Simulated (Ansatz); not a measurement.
C2H7GeN (SMILES C[C](=N)[GeH3])

```xyz
11

C    -0.7794    1.2781    0.1201
C    -0.4833   -0.1313    0.2054
N    -1.3605   -0.9639    0.6706
Ge    1.3252   -0.7193   -0.3943
H    -0.1053    1.9108    0.6894
H    -1.8544    1.5281    0.4884
H    -0.7474    1.6481   -0.9483
H    -1.0655   -1.9514    0.7524
H     2.0074   -1.3695    0.8368
H     2.0686    0.4803   -0.8931
H     1.0598   -1.7670   -1.5068
```

Theory: SCF r2SCAN, Gaussian basis in Ansatz.

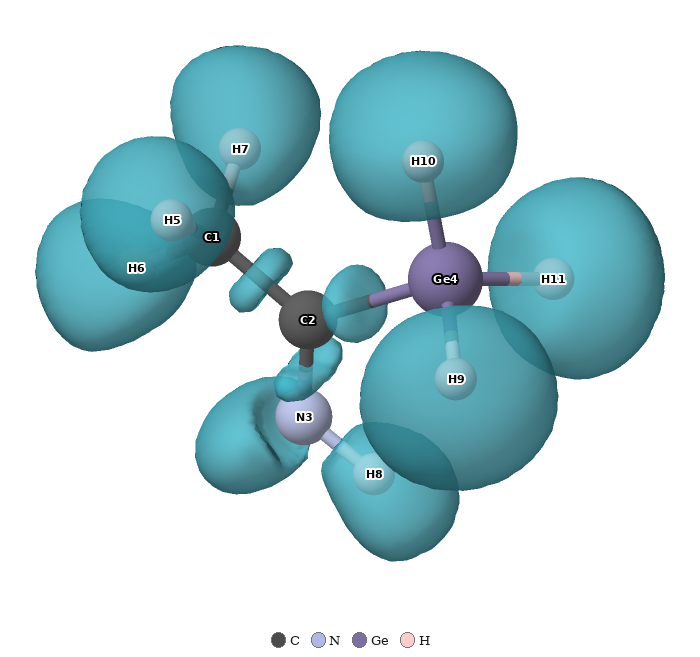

Figure 1. Isosurface of the ELF at 0.85 (cyan), seen at a tilt. Core shells and regions of very low density are left out.

**Where are the electrons localised?**

The surface consists of one region between bonded C–C atoms (shared pairs), one region between bonded C–N atoms (shared pairs), seven regions around hydrogen nuclei, one lobe of the valence shell of C pointing towards Ge (polar bonds) and one lobe on N, pointing away from the bonds (lone pairs).


C–N (1.30 Å): the ELF peaks at about 0.90 between the atoms, as expected for a covalent bond. C–C (1.44 Å): the ELF peaks at about 1 between the atoms: a covalent bond.

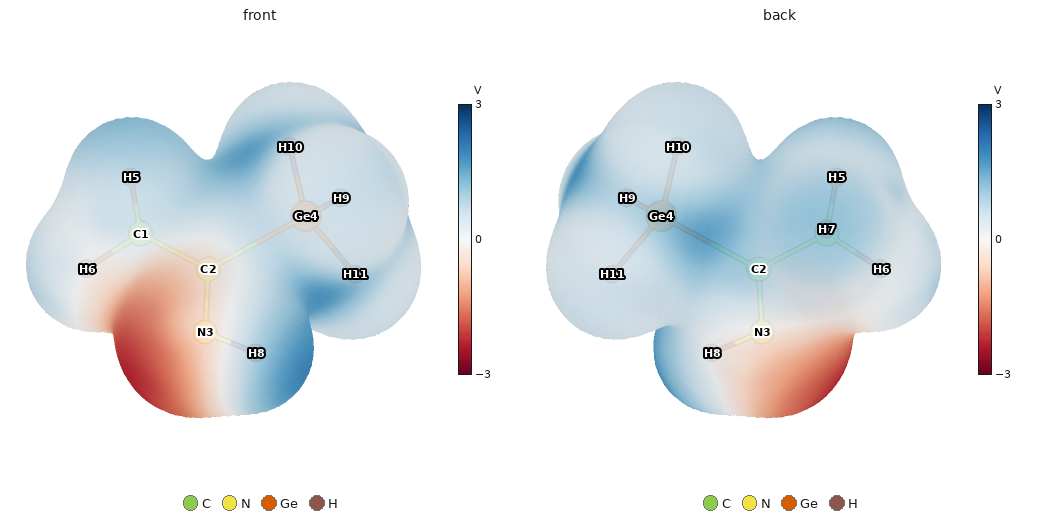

Figure 2. The electrostatic potential painted on the density surface at 0.004 e/bohr³, seen from the front and from behind; red is negative and blue positive.

**Where is the surface potential most negative and most positive?**

The most negative region (about −2.3 V) lies over N3, the most positive (about +1.9 V) over Ge4 and H8. N3 is the likeliest acceptor of a hydrogen bond.

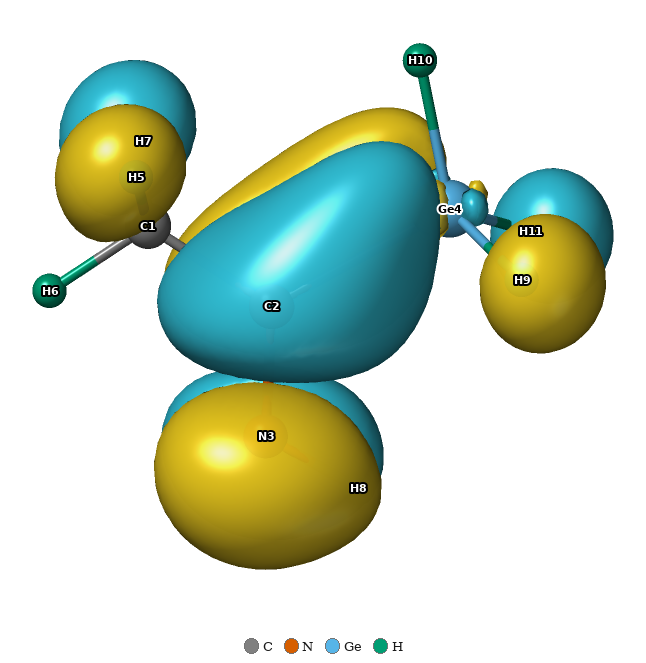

Figure 3. The LUMO at ±0.08 Å⁻³ᐟ² (yellow and cyan are the two phases), seen at a tilt.

**What is the character of this orbital?**

It lies mainly on N3 (about 35 %), C2 (about 35 %) and Ge4 (about 10 %); π-antibonding (π*) across N3–C2. Its energy is −1.32 eV.
